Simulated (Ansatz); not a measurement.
# [SiCl3]+ (SMILES Cl[Si+](Cl)Cl) at PBE-QIDH/aug-cc-pVDZ

Aim: the vertical singlet–triplet gap of [SiCl3]+ at PBE-QIDH/aug-cc-pVDZ, from 2 runs. 

The results are computed with Ansatz 0.2.0.

1 further run of the same task is left out (it didn't finish).

## 1. The molecule

[SiCl3]+ has 4 atoms, charge +1, and is taken as a singlet. SMILES: `Cl[Si+](Cl)Cl`. Geometry: relaxed at PBE0-D4/def2-TZVP.

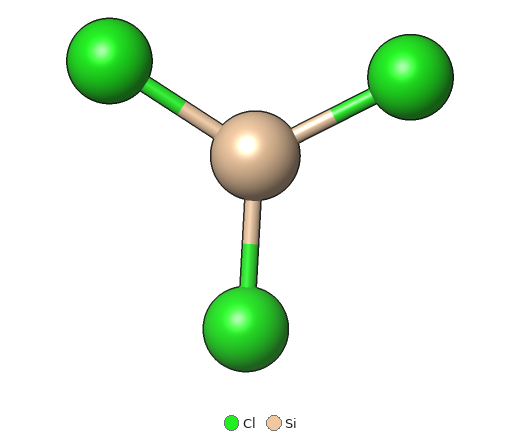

Viewed from a chosen angle; chlorine green, silicon light orange.

## 2. A single-point energy at PBE-QIDH/aug-cc-pVDZ

run.yaml reads:

```yaml
crystal:
  periodic: [false, false, false]
  atoms:
    - {symbol: Cl, position_ang: [-1.556000, -0.622300, 0.990900]}
    - {symbol: Si, position_ang: [-0.000000, -0.000100, -0.000100]}
    - {symbol: Cl, position_ang: [1.772000, -0.669600, 0.449500]}
    - {symbol: Cl, position_ang: [-0.216000, 1.292000, -1.440300]}
basis:
  gaussian:
    orbitals: aug-cc-pVDZ
total_charge: 1
hamiltonian:
  xc: {name: PBE-QIDH}
correlation:
  frozen_orbitals: {Cl: 5, Si: 5}
accuracy: high
output: {orbitals: {seedname: orbitals}}
```

Run with:

```bash
$ ansatz run run.yaml --threads 1 --pin off --max-ram 3480MiB --events-out events.jsonl --progress --plain --runs-dir runs
```

The log of the run:

```text
Warning: RAYON_NUM_THREADS=1 ignored (pool sized by the plan → 1); use --threads N
Functional definition: PBE-QIDH
  name "PBE-QIDH"
  parameter a = 3^(-1/3)
  parameter c = 1/3
  exchange = (1 - a)*pbe_x + a*exact_x
  correlation = (1 - c)*pbe_c + c*(mp2_os + mp2_ss)
2143 factors; integrals over basis functions are off by at most 3.2e-9 eV
mean field evaluation 1: about -45407.7573 eV, gradient 2.1e1 eV
mean field evaluation 2: about -45408.1777 eV, gradient 2.1e1 eV
mean field evaluation 4: about -45409.3737 eV, gradient 2.3e0 eV
mean field evaluation 8: about -45409.3977 eV, gradient 3.8e-2 eV
mean field evaluation 16: about -45409.3977 eV, gradient 1.3e-5 eV
mean field -45409.39773420 eV, -1668.7645871365 hartree, gradient 2.0e-8 eV, S^2 0.000000; 0 other end points of the search recorded, 0 dependent functions left out
20 core orbitals not correlated: weight in the atoms' cores, before any rotation towards them, 1.000 or more for the frozen orbitals, at most 0.000 for the correlated occupied ones
reference -45409.39773648 eV, -1668.7645872204 hartree; 12, 12 occupied and 76, 76 virtual orbitals, 2143 factors
second order -15.78042795 eV of doubles, -0.00000000 eV of singles
Total energy: -45414.65787913 eV, -1668.9578938973 hartree
```

It took 21 s on 1 thread of Arm Neoverse V2, shared host; peak memory 0.41 GiB.

## 3. The triplet

job.yaml reads:

```yaml
crystal:
  periodic: [false, false, false]
  atoms:
    - {symbol: Cl, position_ang: [-1.556000, -0.622300, 0.990900]}
    - {symbol: Si, position_ang: [-0.000000, -0.000100, -0.000100]}
    - {symbol: Cl, position_ang: [1.772000, -0.669600, 0.449500]}
    - {symbol: Cl, position_ang: [-0.216000, 1.292000, -1.440300]}
basis:
  gaussian:
    orbitals: aug-cc-pVDZ
total_charge: 1
magnetization:
  spin_polarized: true
  initial_magnetization: 2
hamiltonian:
  xc: {name: PBE-QIDH}
correlation:
  frozen_orbitals: {Cl: 5, Si: 5}
accuracy: high
output: {orbitals: {seedname: orbitals}}
```

Run with:

```bash
$ ansatz run job.yaml --threads 1 --pin off --max-ram 3480MiB --events-out events.jsonl --progress --plain --runs-dir runs
```

The log of the run:

```text
Warning: RAYON_NUM_THREADS=1 ignored (pool sized by the plan → 1); use --threads N
[... 6 set-up lines as earlier in the session ...]
2143 factors; integrals over basis functions are off by at most 3.2e-9 eV
mean field evaluation 1: about -45401.4421 eV, gradient 1.1e1 eV
mean field evaluation 2: about -45401.8792 eV, gradient 1.1e1 eV
mean field evaluation 4: about -45402.5877 eV, gradient 1.4e0 eV
mean field evaluation 8: about -45402.6155 eV, gradient 4.6e-2 eV
mean field evaluation 16: about -45402.8141 eV, gradient 1.3e0 eV
mean field evaluation 32: about -45403.3183 eV, gradient 8.7e-4 eV
mean field evaluation 64: about -45403.1986 eV, gradient 6.1e-1 eV
mean field evaluation 96: about -45403.3184 eV, gradient 3.8e-6 eV
mean field evaluation 128: about -45403.3075 eV, gradient 1.2e-1 eV
mean field evaluation 160: about -45403.3183 eV, gradient 1.8e-6 eV
mean field -45403.31837680 eV, -1668.5411748727 hartree, gradient 2.4e-8 eV, S^2 2.019593; 12 other end points of the search recorded, 0 dependent functions left out
20 core orbitals not correlated: weight in the atoms' cores, before any rotation towards them, 1.000 or more for the frozen orbitals, at most 0.000 for the correlated occupied ones
reference -45403.31837899 eV, -1668.5411749532 hartree; 13, 11 occupied and 75, 77 virtual orbitals, 2143 factors
second order -15.56478712 eV of doubles, -0.00000000 eV of singles
Total energy: -45408.50664136 eV, -1668.7318400787 hartree
```

Wall time 3.5 min (1 thread of Arm Neoverse V2, shared host); peak memory 0.64 GiB.

## 4. Outcome

Level: PBE-QIDH/aug-cc-pVDZ, 20 core orbitals frozen.

| quantity | value |
| --- | --- |
| singlet: total energy | -1668.95789 Eh |
| singlet: HOMO energy (SCF part's orbitals) | -17.72 eV |
| singlet: LUMO energy (SCF part's orbitals) | -6.59 eV |
| singlet: HOMO–LUMO gap (SCF part's orbitals) | 11.12 eV |
| triplet: total energy | -1668.73184 Eh |
| triplet: HOMO energy (SCF part's orbitals) (highest over α and β) | -11.71 eV |
| triplet: ⟨S²⟩ | 2.020 |
| vertical energy of the triplet above the singlet | 6.151 eV |

**Reading.** At this shape the triplet lies 6.15 eV (142 kcal/mol) above the singlet.
